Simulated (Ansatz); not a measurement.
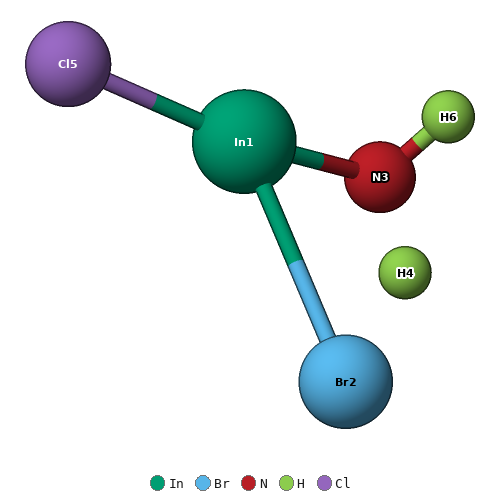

The system is the reacting system BrClH₂InN; the picture shows the reference structure. The first coordinate is: distance Br2–H4 (bond that forms); the second: distance N3–H4 (bond that breaks). Relaxed at each point: all other coordinates. Grid: 7 × 7 points. Points are written as (first, second). All energies are given in eV relative to the lowest grid point. The reference is spin-restricted, so regions where a bond is pulled apart into radicals lie too high. Computed with RKS B3LYP-D4/def2-SVP (Ansatz).

Its coordinates:

```xyz
6

In   -0.7238    0.5217   -0.4617
Br    1.6107    1.1004    1.4294
N    -0.0381   -1.2992    0.1434
H     0.9526   -0.6676    0.7721
Cl   -2.1638    2.1733   -1.2380
H     0.3623   -1.8287   -0.6451
```

Range: distance Br2–H4 (bond that forms) from 1.359 to 2.859 Å; distance N3–H4 (bond that breaks) from 0.918 to 2.418 Å.

Q: What landscape does the calculation give?

A: The lowest grid point is at (2.859 Å, 1.078 Å). It lies at the edge of the scanned range, so the true minimum may lie outside. The highest grid point, (1.359 Å, 0.918 Å), lies 5.97 eV above the lowest.

```
second ↓, first →  1.359  1.519  1.739  1.990  2.263  2.553  2.859
            2.418   3.06   3.03   3.59   4.27   4.65   4.72   4.69
            2.112   3.01   2.93   3.34   3.80   4.07   4.18   4.20
            1.822   3.00   2.78   2.95   3.16   3.25   3.26   3.22
            1.549   3.10   2.63   2.43   2.33   2.23   2.13   2.04
            1.298   3.47   2.55   1.87   1.44   1.16   0.96   0.82
            1.078   4.37   2.87   1.67   0.93   0.48   0.19   0.00
            0.918   5.97   4.00   2.39   1.41   0.84   0.49   0.27
```

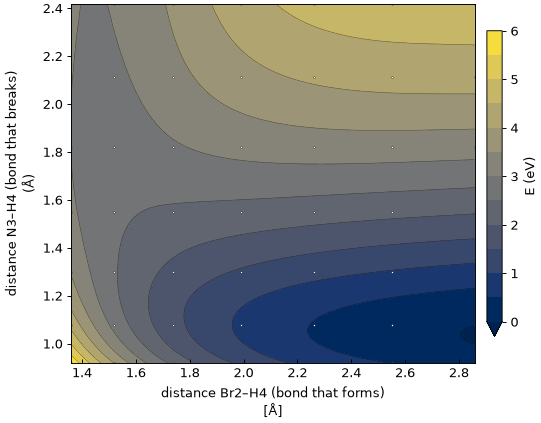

Drawn: filled contours, dots at the grid points. Between grid points the surface is interpolated.

Each point was launched as `ansatz run input.yaml --threads 1 --pin off --max-ram 2560MiB --backend cpu --events-out ev --progress --plain --runs-dir out`. Time for the 49 points that were run: 32 min on 1 thread of Arm Neoverse V1, on a shared host.
